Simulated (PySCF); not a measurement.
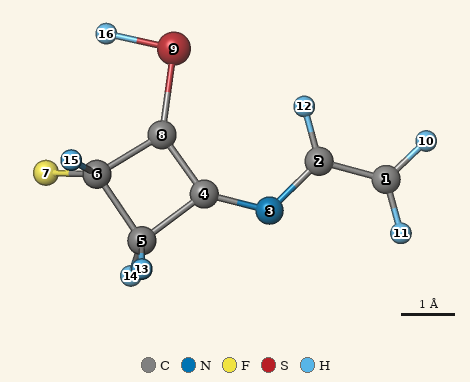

**Figure 1.** The structure (ball-and-stick view, seen at a tilt; atoms are numbered from 1 in the order of the input).

## Run report: C6H7FNS, EPR calculation

System: C6H7FNS, multiplicity 2.
Method: UKS B3LYP, pcH-1 on C F H N S, non-relativistic, mean-field spin-orbit, GIAO (PySCF 2.14.0).

It belongs to a series of runs on one base structure; here: H removed from sp3 C.

Output
```
UKS, coarse grid
  cycle   1  E = -785.46738627  |g| = 4.73e-01
  cycle   2  E = -785.28582861  |g| = 7.92e-01
  cycle   3  E = -785.54804767  |g| = 1.60e-01
  cycle   4  E = -785.55994835  |g| = 7.03e-02
  cycle   5  E = -785.56254058  |g| = 1.82e-02
  cycle   6  E = -785.56279453  |g| = 8.12e-03
  cycle   7  E = -785.56291059  |g| = 4.04e-03
  cycle   8  E = -785.56293885  |g| = 2.53e-03
  cycle   9  E = -785.56294633  |g| = 7.03e-04
UKS, final grid
  cycle   1  E = -785.56295989  |g| = 8.62e-04
  cycle   2  E = -785.56295965  |g| = 1.29e-03
  cycle   3  E = -785.56296049  |g| = 1.97e-04
  cycle   4  E = -785.56296054  |g| = 1.49e-04
  cycle   5  E = -785.56296060  |g| = 6.83e-05
  cycle   6  E = -785.56296060  |g| = 1.58e-05
E = -785.56296060 Eh   <S^2> = 0.7827 (exact 0.7500)
g shifts (ppm)      1          2          3
  rmc          -190       -190       -190
  gc             -3         52         42
  oz_so        -120       1912       5058
  total        -313       1774       4910
hyperfine (MHz)  atom isotope    a_iso     a_fc   dipolar eigenvalues
    0   13C      28.31      28.35    -28.07    -27.11     55.19
    1   13C     -30.56     -30.59    -20.91      8.64     12.27
    2   14N      14.45      14.45    -16.37    -16.19     32.56
    3   13C     -35.01     -35.03    -24.08      7.58     16.50
    4   13C       5.82       5.82     -1.13     -0.28      1.41
    5   13C     -15.42     -15.41     -1.83     -1.01      2.83
    6   19F      94.59      94.12    -34.22    -30.29     64.51
    7   13C      53.86      53.62    -41.85    -40.76     82.61
    8   33S       5.60       5.86    -17.34    -14.60     31.93
    9    1H     -22.92     -22.93    -13.43     -0.63     14.06
   10    1H     -22.20     -22.21    -11.26     -1.38     12.65
   11    1H       7.02       7.02     -4.10     -2.24      6.33
   12    1H      -1.23      -1.23     -1.62     -0.39      2.01
   13    1H      -5.50      -5.50     -1.79     -0.75      2.53
   14    1H      40.89      40.89     -3.03     -1.24      4.27
   15    1H      -3.37      -3.40     -3.05     -1.44      4.49
```

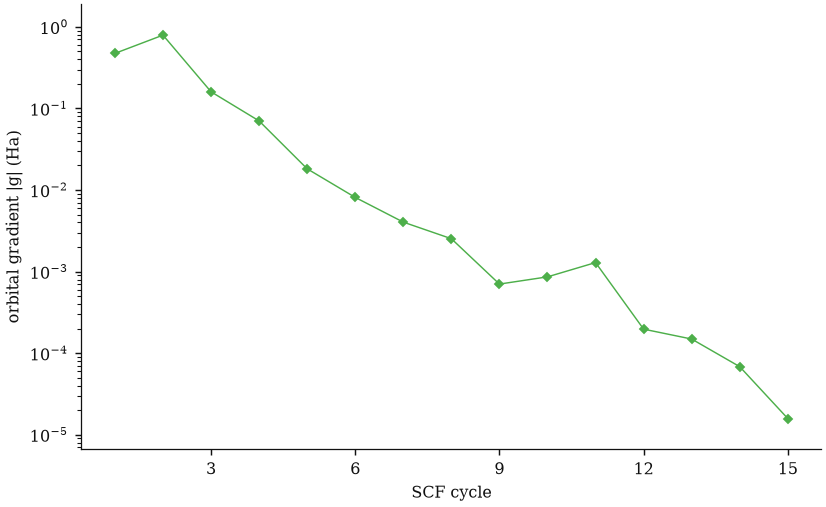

**Figure 2.** Convergence of the self-consistent field: orbital gradient |g| against the SCF cycle. All cycles printed in the log are drawn one after another.

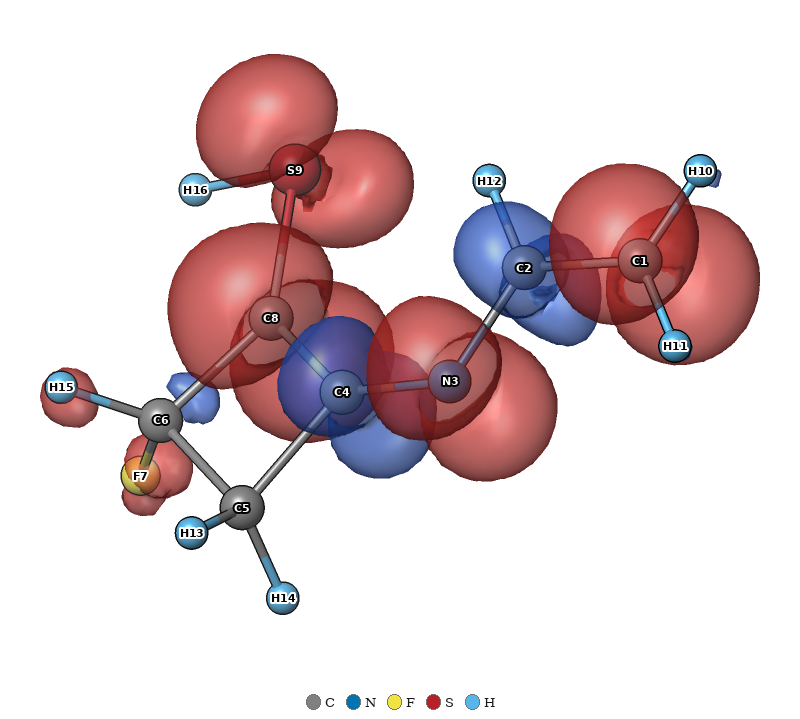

**Figure 3.** Isosurfaces of the spin density at +0.02 (red) and −0.02 e/Å³ (blue), seen at a tilt. The unpaired spin (1 electron) lies mostly on C8 (about 0.3), N3 (about 0.2), C1 (about 0.2) and S9 (about 0.2), in electrons by Hirshfeld's partition.

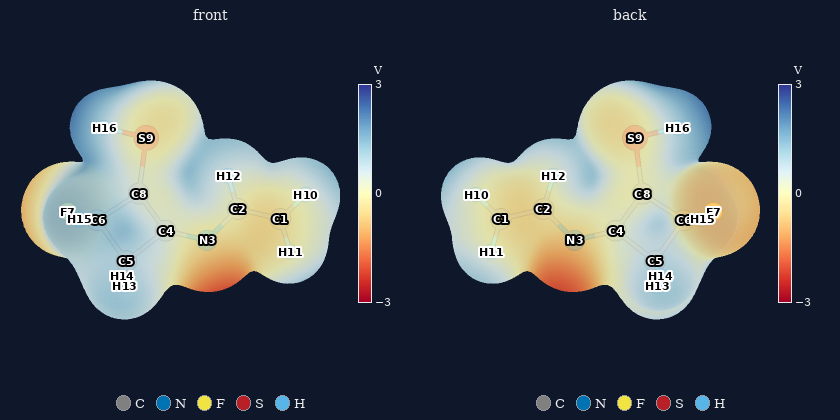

**Figure 4.** The electrostatic potential painted on the density surface at 0.004 e/bohr³, seen face on and from behind; the colour scale runs from red (negative) to blue (positive).

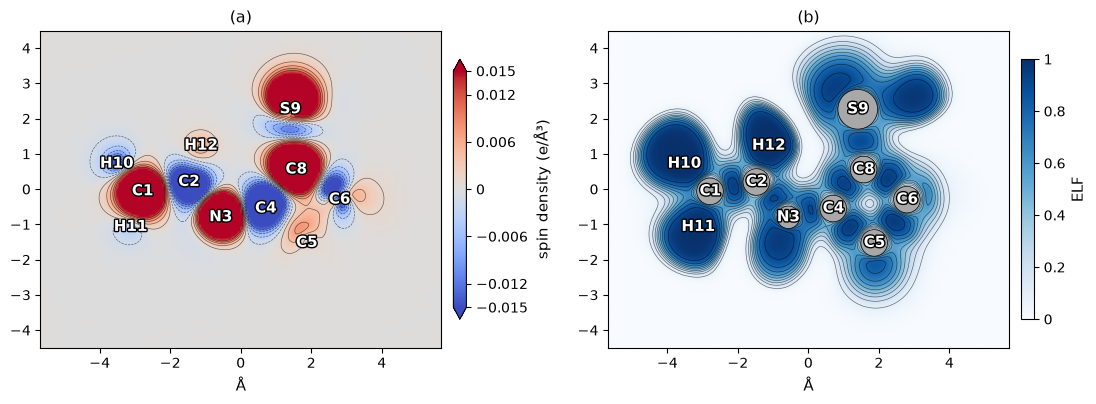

**Figure 5.** (a) spin density; (b) ELF on the plane of atoms N3, C4 and C5. Grey discs, where drawn, cover atomic cores. C–N (1.30 Å): the ELF peaks at about 0.90 between the atoms; a double or triple bond. C–C (1.34 Å): the ELF peaks at about 0.95 between the atoms (a double or triple bond). C–S (1.72 Å): the ELF peaks at about 0.90 between the atoms (a shared electron pair). The unpaired spin (1 electron) lies mostly on C8 (about 0.3), N3 (about 0.2), C1 (about 0.2) and S9 (about 0.2), in electrons by Hirshfeld's partition.

This output came from the following input.

Input
```
{"job": {"kind": "epr", "basis": "pcH-1"}, "charge": 0, "multiplicity": 2}
C      3.202971     1.061756     0.266526
C      1.867878     0.922787     0.267089
N      1.304420    -0.300436     0.397855
C      0.020729    -0.458423     0.320508
C     -0.797794    -1.722297     0.504569
C     -2.051785    -0.847492     0.301502
F     -2.859691    -1.203572    -0.755683
C     -1.125721     0.303680     0.052228
S     -1.460914     1.919859    -0.443832
H      3.667091     2.026005     0.168959
H      3.838399     0.199503     0.359666
H      1.225417     1.801661     0.172128
H     -0.710596    -2.205649     1.474439
H     -0.658956    -2.453072    -0.288624
H     -2.714462    -0.748156     1.169111
H     -2.754585     1.712788    -0.710370
```

The first line tells a small driver script what to run in PySCF; the rest is the geometry in Å.

Command:
```bash
OMP_NUM_THREADS=1 python <driver script> task.json out
```

Key numbers

- outcome: converged
- total energy: −785.562961 hartree
- ⟨S²⟩: 0.783
- isotropic g: 2.0044
- hardware: 1 CPU thread, shared host
- wall time: 2 min
- peak memory: 1.1 GiB
